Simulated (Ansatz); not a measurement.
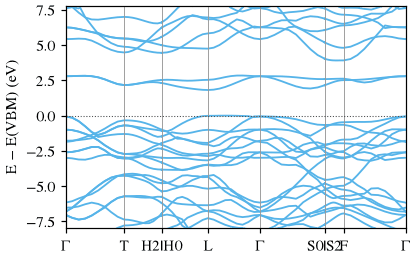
Fig. 1. Band structure from r²SCAN (plane waves, PAW; program Ansatz)

The gap is 1.79 eV; an edge lies off the plotted path or next to a special point (maximum off the standard path, minimum off the standard path).

Pick the material that matches.
(A) B6P, R-3m (B on 18h, B on 18h, P on 6c)
(B) B4C, R-3m (B on 18h, B on 18h, C on 6c, C on 3b)
(C) GeBCN, R3m (B on 3a, N on 3a, Ge on 3a, C on 3a)
(D) NbCuN2, R-3m (Nb on 3b, Cu on 3a, N on 6c)

B, B4C, R-3m (B on 18h, B on 18h, C on 6c, C on 3b)

The first step of the workflow began from a Materials Project structure, measured or hypothetical; the Crystallography Open Database copy checked does not list it. Whether it is the stable phase at ambient conditions was not checked. The cell was relaxed with r²SCAN under the symmetry of its start; its stability against distortions is not shown here.

Potentials: the earlier of the program's two PAW sets. The files were generated under PBE; for other functionals the program regenerates the frozen cores, and for LDA and PBEsol the local potential too.
